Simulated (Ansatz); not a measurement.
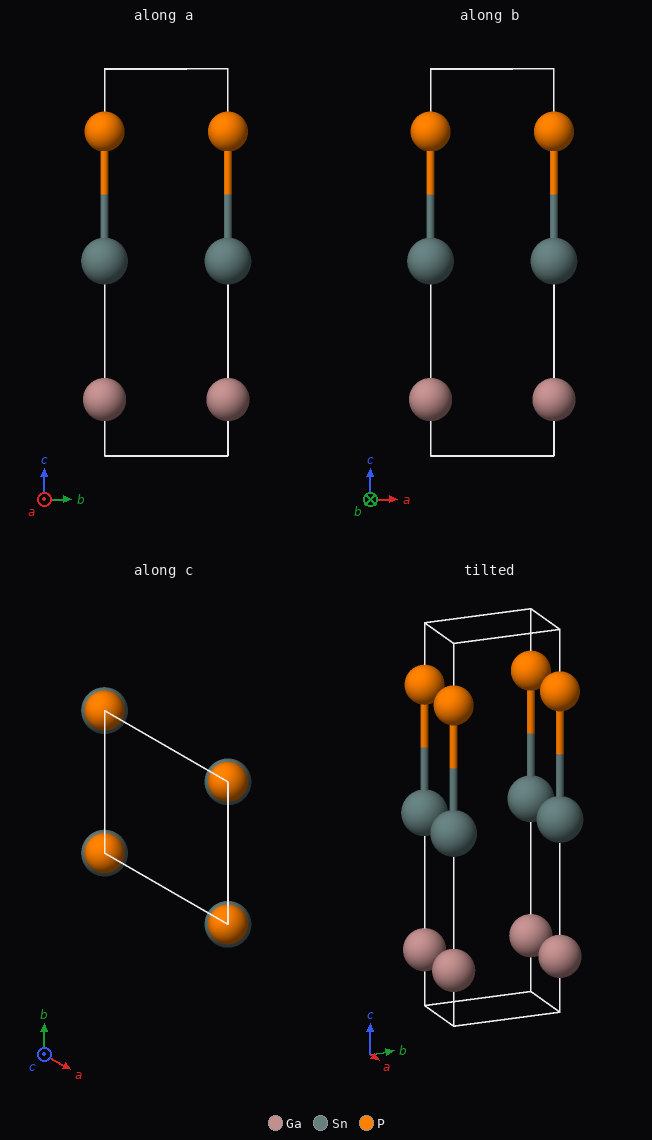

Ball-and-stick representation of a periodic structure, projected along the a axis, along the b axis, along the c axis and slightly off an axis. The edges of the conventional unit cell are marked.

Lattice parameters: a = 3.009 Å, b = 3.009 Å, c = 8.173 Å, α = 90.00°, β = 90.00°, γ = 120.00°. Put a along x and b in the xy plane.

> Set out the cell and atoms as a POSCAR file, with free fractional coordinates to two decimals.

```
Ga Sn P
1.0
     3.009    0.000    0.000
    -1.504    2.606    0.000
     0.000    0.000    8.173
Ga Sn P
1 1 1
Direct
  0.00 0.00 0.15
  0.00 0.00 0.50
  0.00 0.00 0.84
```

The model was built from a random cell made by a generator, so it need not be a real form of the compound. A relaxation with DFT PBE, scalar-relativistic, plane waves, PAW in Ansatz gave the geometry drawn.
